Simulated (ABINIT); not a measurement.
# BiOCl (P4/nmm): G0W0 with ABINIT, start to end, part 3 of 3

Wanted: ground state, empty states, screening and self-energy for BiOCl (P4/nmm).

ABINIT 10.8.3; PBEsol and many-body steps on it, plane waves. Known limits of the many-body steps: not at the basis limit; no spin-orbit coupling; coarse k mesh.

So far. Step 4 (Empty states on the mesh, 4×4×2 mesh, 98 bands): On this mesh the gap is 2.623 eV. Step 5 (Screening, 4×4×2 mesh, 90 bands, screening to 98 eV): Local fields lower ε∞ by 12 %. On a Γ-centred mesh this coarse the value itself is usually too large, while a short band sum pulls it down.

## 6. Self-energy, 4×4×2 mesh, 90 bands, screening to 98 eV

The self-energy is evaluated for the states that the input lists, and the levels follow from it, in one-shot runs by the linearised quasiparticle equation.

This step: G0W0 on PBEsol, plane waves, norm-conserving pseudopotentials.

Input file run.abi:

```
acell 3*1.0 Angstrom
rprim 
  3.885510000000 0.000000000000 0.000000000000
  0.000000000000 3.885510000000 0.000000000000
  0.000000000000 0.000000000000 7.348900000000
ntypat 3
znucl 83 17 8
natom 6
typat 1 1 2 2 3 3
xred 
  0.500000000000 0.000000000000 0.329040000000
  0.000000000000 0.500000000000 0.670960000000
  0.000000000000 0.500000000000 0.147200000000
  0.500000000000 0.000000000000 0.852800000000
  0.000000000000 0.000000000000 0.500000000000
  0.500000000000 0.500000000000 0.500000000000
pp_dirpath "pseudos"
pseudos "Bi.upf, Cl.upf, O.upf"
ecut 42
ngkpt 4 4 2
nshiftk 1
shiftk 0 0 0
kptopt 1
chksymbreak 0
istwfk *1
occopt 1
irdwfk 1
optdriver 4
nband 90
gwcalctyp 0
ecutsigx 42
symsigma 1
nkptgw 3
kptgw 
  0.5000000000 0.0000000000 0.5000000000
  0.0000000000 0.0000000000 0.5000000000
  0.0000000000 0.0000000000 0.0000000000
bdgw 
  35 38
  35 38
  35 38
ecuteps 3.6
irdscr 1
ppmodel 1
indata_prefix "in"
outdata_prefix "out"
tmpdata_prefix "tmp"
```

Run with:

```sh
> OMP_NUM_THREADS=1 mpirun -n 4 abinit run.abi > log
```

Numbers of over 12 decimals in the logs are rounded to 6 here.

Log:

```text
.Version 10.8.3 of ABINIT. v10.8.2 released Aug 2026.

 Symmetries : space group P4/n m m (#129); Bravais tP (primitive tetrag.)
[... echo of the input left out ...]
== DATASET  1 ==================================================================
-   mpi_nproc: 4, omp_nthreads: 1 (-1 if OMP is not activated)

--- !DatasetInfo
iteration_state: {dtset: 1, }
dimensions: {natom: 6, nkpt: 12, mband: 90, nsppol: 1, nspinor: 1, nspden: 1, mpw: 9764, }
cutoff_energies: {ecut:  42.0, pawecutdg:  -1.0, }
electrons: {nelect:   7.20000000E+01, charge:   0.00000000E+00, occopt:   1.00000000E+00, tsmear:   1.00000000E-02, }

 SIGMA: Calculation of the GW corrections

 Based on a program developped by R.W. Godby, V. Olevano, G. Onida, and L. Reining.
 Incorporated in ABINIT by V. Olevano, G.-M. Rignanese, and M. Torrent.
.Using double precision arithmetic ; gwpc =  8

[... cell and pseudopotentials left out ...]
--------------------------------------------------------------------------------

 ==== K-mesh for the wavefunctions ====
 Number of points in the irreducible wedge :    12
[... list of points left out ...]
 Together with 16 symmetry operations and time-reversal symmetry
 yields    32 points in the full Brillouin Zone.

 ==== Q-mesh for screening function ====
 Number of points in the irreducible wedge :    12
[... list of points left out ...]
 Together with 16 symmetry operations and time-reversal symmetry
 yields    32 points in the full Brillouin Zone.

 vcoul_init : cutoff-mode = AUXILIARY_FUNCTION
 q-points for optical limit:   1
     1)      0.000010    0.000020    0.000030
 setmesh: FFT mesh size selected  =    48x   48x   90
          total number of points  =       207360

 Number of electrons calculated from density =   72.0000; Expected =   72.0000
 average of density, n =  0.096165
 r_s =    1.3540
 omega_plasma =   29.9133 [eV]

 === KS Band Gaps ===
  >>>> For spin  1
   Minimum direct gap =   2.9274 [eV], located at k-point      :   0.0000  0.0000  0.5000
   Fundamental gap    =   2.6228 [eV], Top of valence bands at :   0.5000  0.0000  0.5000
                                       Bottom of conduction at :   0.0000  0.0000  0.5000
 SIGMA fundamental parameters:
 PLASMON POLE MODEL  1
 number of plane-waves for SigmaX                 9725
 number of plane-waves for SigmaC and W            239
 number of plane-waves for wavefunctions          9725
 number of bands                                    90
 number of independent spin polarizations            1
 number of spinorial components                      1
 number of k-points in IBZ                          12
 number of q-points in IBZ                          12
 number of symmetry operations                      16
 number of k-points in BZ                           32
 number of q-points in BZ                           32
 number of frequencies for dSigma/dE                 9
 frequency step for dSigma/dE [eV]                0.25
 number of omega for Sigma on real axis              0
 max omega for Sigma on real axis  [eV]           0.00
 zcut for avoiding poles [eV]                     0.10

 EPSILON^-1 parameters (SCR file):
 dimension of the eps^-1 matrix on file            239
 dimension of the eps^-1 matrix used               239
 number of plane-waves for wavefunctions          9725
 number of bands                                    90
 number of q-points in IBZ                          12
 number of frequencies                               2
 number of real frequencies                          1
 number of imag frequencies                          1

 matrix elements of self-energy operator (all in [eV])

 Perturbative Calculation

--- !SelfEnergy_ee
iteration_state: {dtset: 1, }
kpoint     : [   0.500,    0.000,    0.500, ]
spin       : 1
KS_gap     :    4.426
QP_gap     :    5.747
Delta_QP_KS:    1.321
data: !SigmaeeData |
     Band     E0 <VxcDFT>   SigX SigC(E0)      Z dSigC/dE  Sig(E)    E-E0       E
       35   5.725 -16.351 -19.782   3.313   0.794  -0.259 -16.445  -0.094   5.631
       36   5.725 -16.351 -19.782   3.313   0.794  -0.259 -16.445  -0.094   5.631
       37  10.150 -13.502  -9.296  -2.718   0.825  -0.212 -12.275   1.228  11.378
       38  10.150 -13.502  -9.296  -2.718   0.825  -0.212 -12.275   1.228  11.378

--- !SelfEnergy_ee
iteration_state: {dtset: 1, }
kpoint     : [   0.000,    0.000,    0.500, ]
spin       : 1
KS_gap     :    2.927
QP_gap     :    4.439
Delta_QP_KS:    1.511
data: !SigmaeeData |
     Band     E0 <VxcDFT>   SigX SigC(E0)      Z dSigC/dE  Sig(E)    E-E0       E
       35   5.417 -18.175 -22.230   4.217   0.776  -0.288 -18.049   0.126   5.542
       36   5.420 -14.794 -18.665   3.291   0.799  -0.251 -15.257  -0.463   4.957
       37   8.348 -12.441  -8.505  -2.683   0.836  -0.195 -11.393   1.048   9.396
       38   8.731 -12.211  -7.901  -2.897   0.840  -0.190 -11.024   1.187   9.918

--- !SelfEnergy_ee
iteration_state: {dtset: 1, }
kpoint     : [   0.000,    0.000,    0.000, ]
spin       : 1
KS_gap     :    3.823
QP_gap     :    4.955
Delta_QP_KS:    1.132
data: !SigmaeeData |
     Band     E0 <VxcDFT>   SigX SigC(E0)      Z dSigC/dE  Sig(E)    E-E0       E
       35   4.818 -15.047 -19.196   3.726   0.788  -0.268 -15.380  -0.333   4.485
       36   5.028 -16.715 -20.274   3.585   0.788  -0.269 -16.694   0.021   5.049
       37   8.851 -13.262  -9.141  -2.738   0.834  -0.199 -12.109   1.153  10.004
       38   9.553 -13.220  -9.111  -2.648   0.832  -0.202 -12.005   1.215  10.768

== END DATASET(S) ==============================================================
================================================================================

 -outvars: echo values of variables after computation  --------
           etotal      0.0000000000E+00
            nband          90
             nkpt          12
          spgroup         129
 [... the other variables as echoed above ...]

 Calculation completed.
```

Elapsed: 22 s, on 4 MPI ranks of Intel Xeon Platinum 8488C (Sapphire Rapids), shared host; peak memory 2.4 GiB.

This step gave:

- G0W0 gap on the points computed: 3.765 eV
- starting gap on the mesh: 2.623 eV
- k of the valence top: 0.5, 0, 0.5
- k of the conduction bottom: 0, 0, 0.5
- Z at the valence top: 0.794
- Z at the conduction bottom: 0.836
- least direct G0W0 gap on the computed points: 3.854 eV

The gap on the mesh goes from 2.62 eV to 3.77 eV, a correction of +1.14 eV.

Limits: finite bands, cutoff and mesh; no spin-orbit coupling; coarse k mesh. v1 is the top filled band, c1 the lowest empty one. Levels before and after the correction, in eV, zero at the valence-band top of each column:

```csv
,conduction bottom,valence top
Kohn-Sham,2.62,0.00
G0W0,3.77,0.00
```

|  | level | energy (eV) |
| --- | --- | --- |
| Kohn-Sham | (0.5 0 0.5) v2-v1 | 0.000 |
| Kohn-Sham | (0.5 0 0.5) c1-c2 | 4.425 |
| Kohn-Sham | (0 0 0.5) v2 | -0.308 |
| Kohn-Sham | (0 0 0.5) v1 | -0.305 |
| Kohn-Sham | (0 0 0.5) c1 | 2.623 |
| Kohn-Sham | (0 0 0.5) c2 | 3.006 |
| G0W0 | (0.5 0 0.5) v2-v1 | 0.000 |
| G0W0 | (0.5 0 0.5) c1-c2 | 5.747 |
| G0W0 | (0 0 0.5) v2 | -0.089 |
| G0W0 | (0 0 0.5) v1 | -0.674 |
| G0W0 | (0 0 0.5) c1 | 3.765 |
| G0W0 | (0 0 0.5) c2 | 4.287 |

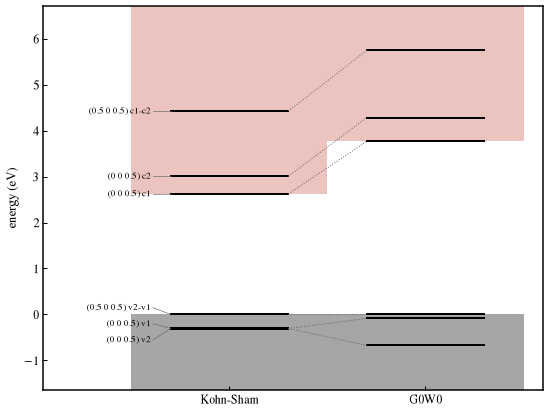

Levels before and after the correction. Shaded: valence and conduction bands.

## 7. Where the time went

Times are wall times on 4 MPI ranks of Intel Xeon Platinum 8488C (Sapphire Rapids), shared host, good to a factor of about two.

```
                          step     time  share  memory (GiB)
                  ground state     80 s   17 %          0.51
bands along the symmetry lines  1.7 min   22 %          0.62
      empty states on the mesh  1.8 min   24 %          0.56
                     screening  2.5 min   33 %           2.6
                   self-energy     22 s    5 %           2.4
```

## 8. What came out

```json
{"PBEsol gap": "2.55 eV, indirect", "G0W0 gap on the mesh": "3.77 eV", "G0W0 gap over the zone (rigid shift)": "3.69 eV", "GW settings": "4×4×2 mesh, 90 bands, screening to 98 eV, Godby-Needs plasmon pole", "known limits": "not at the basis limit; no spin-orbit coupling; coarse k mesh"}
```

What this shows: G0W0 moves the gap on the mesh from 2.62 eV to 3.77 eV (+1.14 eV), with Z of 0.79 and 0.84 at the edges. The mesh misses the band edges by 0.07 eV in all; a rigid shift gives 3.69 eV for the zone. Local fields lower the RPA ε∞ on this mesh from 6.85 to 6.05; a Γ-centred mesh this coarse tends to raise both, most where the direct gap is narrow, while a short band sum lowers them. Only 3 of the mesh's irreducible points were corrected, so a valley elsewhere could overtake. Against experiment, by G0W0@PBEsol: the gap of 3.69 eV lies +0.25 eV from the measured 3.44 eV (optical, 2022); the gap of 3.69 eV lies +0.33 eV from the measured 3.36 eV (optical, 2021). An exciton line or allowed optical edge lies below the quasiparticle gap by the binding energy; a forbidden edge can push the onset above it. The calculation has static nuclei and no excitons; a measured gap holds zero-point and thermal motion, which mostly lowers it. With atoms this heavy the missing spin-orbit coupling can matter too. Bands and cutoff are finite, so the gap is not at the basis limit. The miss can reach some tenths of an eV and take either sign; the mesh is an error of its own. In the G0W0 run levels were corrected at 3 k points alone, so a gap called «on the mesh» is the least over those, and an edge elsewhere would be missed. A denser mesh or path gives a starting gap of 2.55 eV: the GW mesh misses a band edge, so its gaps are not the fundamental one. The 4×4×2 mesh is coarse for this cell, which bears on the long-range parts of exchange and screening. Where an edge is built on 6p states of lead, bismuth or thallium, scalar-relativistic gaps usually stand too wide, by a few tenths to over one eV.

[Paths, hosts, dates, memory and timing lines, banners, echoed tables and standing remarks are left out of the program output.]

[Logs are printed without paths, hosts, clocks, repeated set-up lines and the standing remarks that a program may print on its own settings, such as how far it seeks lower states.]

[Runs of the session that timed out or met a known fault of the program may be left out.]

[Hosts, paths, dates, database ids (printed as entryN), source tags and the programs' standing remarks are cut or masked in the printed files.]

[G0W0 gaps are taken among the corrected bands and points alone; a level outside them can change the order at an edge.]

[Where Ansatz stands beside ABINIT at settings called matched, ABINIT's density can come from a denser mesh and the files from another edition; pairs whose starting gaps differed by over 0.03 eV were left out, so agreement reads better than it is.]
